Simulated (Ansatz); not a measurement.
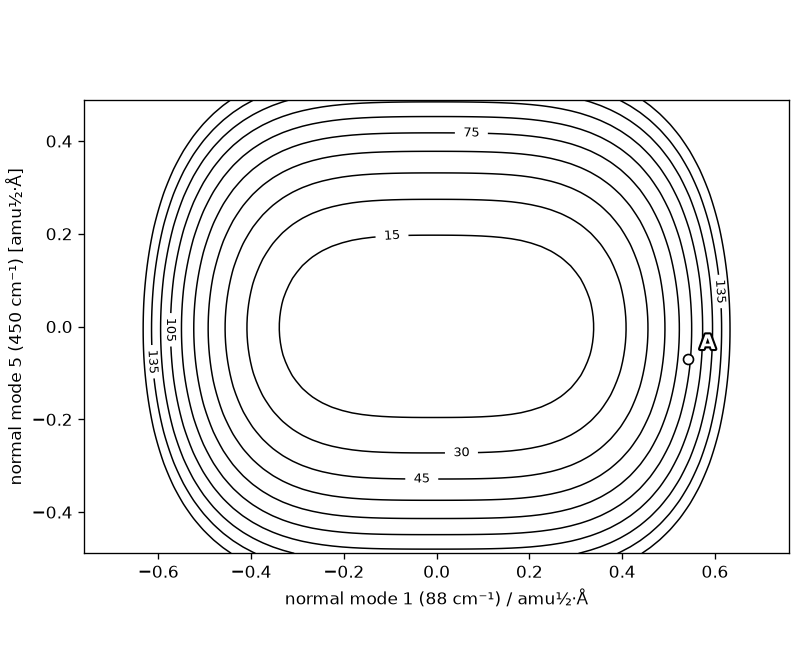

CH4SZn, SMILES C[S][ZnH]. 
- First axis: normal mode 1 (88 cm⁻¹). Second axis: normal mode 5 (450 cm⁻¹).
- Nothing is relaxed (straight displacements along the two mass-weighted modes).
- The grid has 15 × 15 points.
- All energies are given in meV relative to the lowest grid point.
- Level of theory: RKS PBE-D4/def2-TZVP in Ansatz 0.2.0.

The picture shows contour lines labelled in meV (none above 150), the point A. Between grid points the surface is interpolated.

Question: Which way does the force act at A, and how strong is it?

Answer: A, at normal mode 1 (88 cm⁻¹) = 0.542 amu½·Å, normal mode 5 (450 cm⁻¹) = −0.070 amu½·Å, is not a stationary point. The computed force is 580 meV for each amu½·Å towards smaller values of normal mode 1 (88 cm⁻¹) and 50 meV for each amu½·Å towards larger values of normal mode 5 (450 cm⁻¹).
